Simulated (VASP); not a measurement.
```yaml
crystal:
  lattice:
    - [0.00000, 3.45292, 3.45292]
    - [3.45292, 0.00000, 3.45292]
    - [3.45292, 3.45292, 0.00000]
  atoms:
    - { symbol: Li, position: [0.00000, 0.00000, 0.00000] }
    - { symbol: Hg, position: [0.25000, 0.25000, 0.25000] }
    - { symbol: Hg, position: [0.75000, 0.75000, 0.75000] }
    - { symbol: Hg, position: [0.50000, 0.50000, 0.50000] }
```

Method: PBEsol GGA, VASP's PBE PAW potentials (set 64) (plane waves; VASP). Numerical set-up: 520 eV cut-off, 9×9×9 Γ-centred mesh, tetrahedra with Blöchl corrections, potentials Li_sv Hg.

Unless said otherwise, spin-orbit coupling is left out, though it shifts the bands of the heavy elements here.

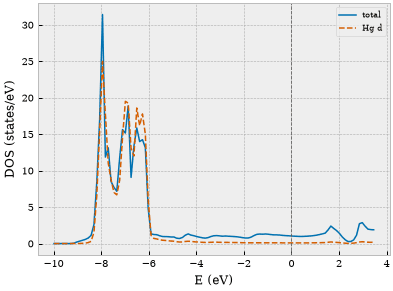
Fig. 1. Total and projected density of states, zero at the Fermi level

Within 2 eV below the Fermi level the largest weight inside VASP's projection spheres is Hg s, then Hg p.

It has no gap at this level: it comes out as a metal or semimetal.

The structure comes from a computed database's LiHg3 entry (Fm-3m); how it stands against other phases isn't given here. It was relaxed first, which changed the volume by -6 %. The electron count is odd and the run is not spin-polarised, which forces a metal.
